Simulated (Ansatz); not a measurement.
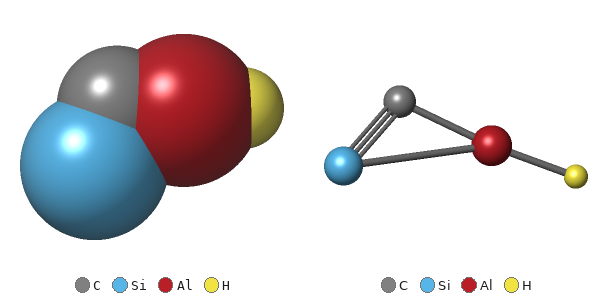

Two views of one molecule.

Computed geometry: PBE0-D4/def2-TZVP optimisation. No frequency run is at hand to confirm it as a minimum.

What does the picture show?

The molecule is CHAlSi. Its SMILES string is `[C]1#[Si][AlH]1`. This geometry has Cs symmetry. All atoms lie on one plane. Coordination, clear cases only: 1 Al T-shaped.

The parts below concern this one geometry. Atoms keep their numbers from picture to picture.

## Dipole moment

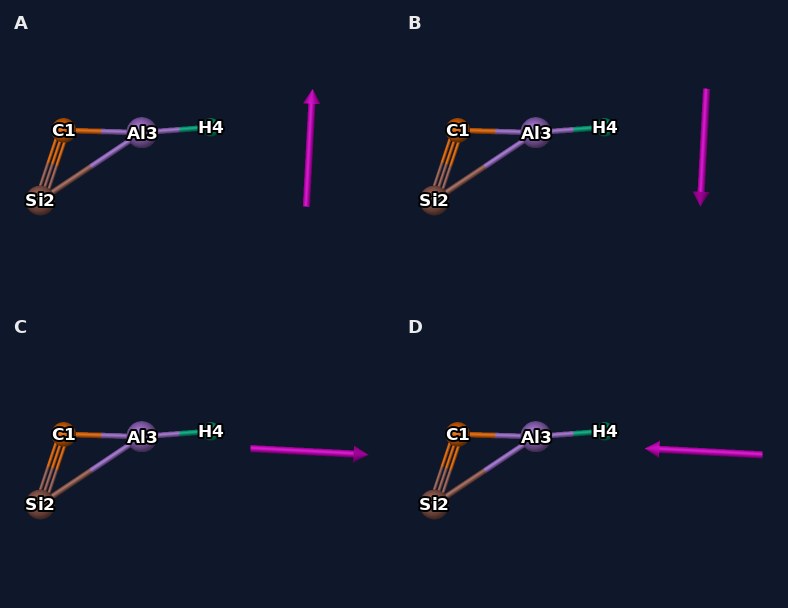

The same molecule four times, each with an arrow. No frequency run is at hand to confirm it as a minimum. Level of theory: RKS PBE0-D4/def2-TZVP (Ansatz 0.2.0).

Question: Which arrow points along the dipole moment, from the negative to the positive end?

Answer: C. The dipole moment is 3.09 D; it points from the side of Si2 to the side of H4 (the outermost atoms at the two ends).

## Electronic properties

No frequency run is at hand to confirm it as a minimum. Level of theory: RKS PBE0-D4/def2-TZVPP (Ansatz 0.2.0).

Predict the main results.

- HOMO energy (Kohn–Sham orbital): −6.50 eV
- LUMO energy (Kohn–Sham orbital): −1.59 eV
- HOMO–LUMO gap: 4.91 eV

## Charges

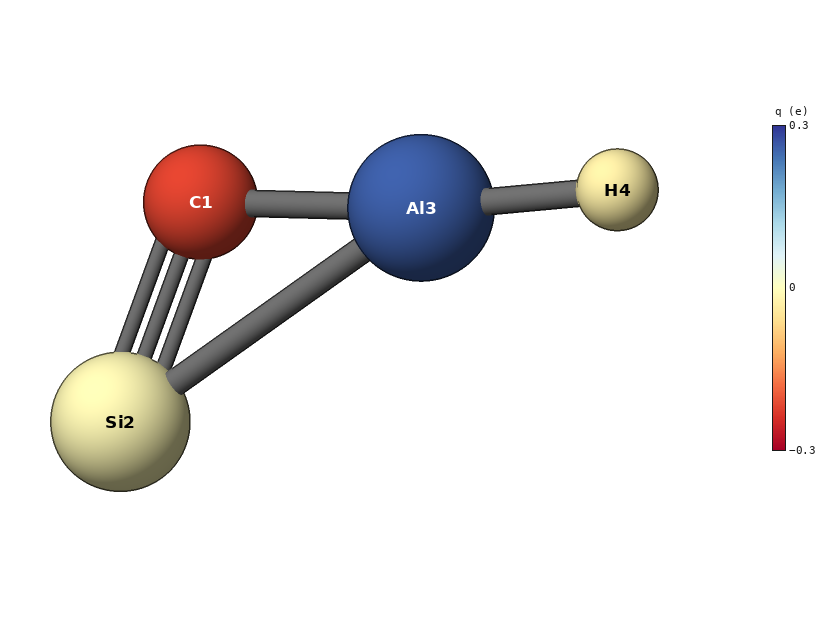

Atoms are coloured by their Mulliken charges. No frequency run is at hand to confirm it as a minimum. Method: RKS PBE0-D4/def2-TZVP (Ansatz 0.2.0).

Question: Which atom carries the highest charge (most positive or least negative)?

Answer: Al3 (0.26 e).

Question: And the lowest?

Answer: C1 (−0.22 e).

List the Mulliken charges.

```
atom  value (e)
  C1      −0.22
 Si2      −0.01
 Al3       0.26
  H4      −0.03
```

Mulliken values depend strongly on the basis set and can even reverse the polarity of a bond.
